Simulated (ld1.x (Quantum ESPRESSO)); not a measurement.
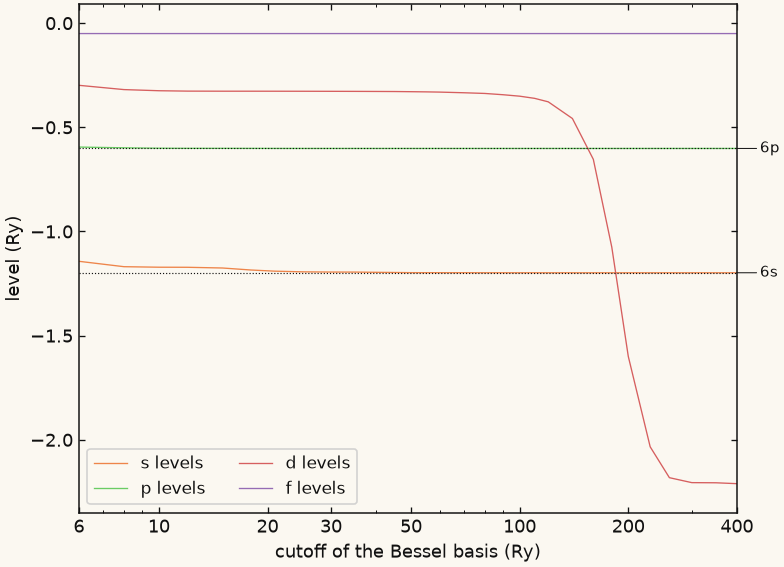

The pseudo-atom Hamiltonian at the reference potential is diagonalised in spherical Bessel functions (20 bohr box) up to the cutoff. Curves: the lowest levels of each channel that holds a bound state. Dotted lines: the all-electron valence levels.

Ld1.x (Quantum ESPRESSO) 7.5 input:

```
 &input
   title='Tl', zed=81., rel=1, dft='PBE', iswitch=3,
   config='[Xe] 4f14 5d10 6s2 6p0 6d-2'
 /
 &inputp
   pseudotype=2, tm=.true., lloc=-2, rcloc=2.15,
   nlcc=.false.
 /
3
6S  1  0   2.00   0.00  1.75  1.75  0.0
6P  2  1   0.00   0.00  2.35  2.35  0.0
6D  3  2  -2.00   0.05  2.00  2.00  0.0
 &test
   configts(1)='6s2 6p0'
 /
```

Is there a ghost state?

Answer. Ghost states below the valence levels: d at -30.1 eV, f at -0.69 eV. A ghost is a curve that settles on no dotted line: a bound state with no counterpart among the valence levels. In Ry: d -2.21, f -0.05.

Read the all-electron valence levels.

Answer. 6s: -1.20 Ry; 6p: -0.60 Ry.

Does the ghost need a high cutoff to show?

Answer. The lowest d curve lies clearly below zero already at the lowest cutoff, 6 Ry, and ends at -2.21 Ry.
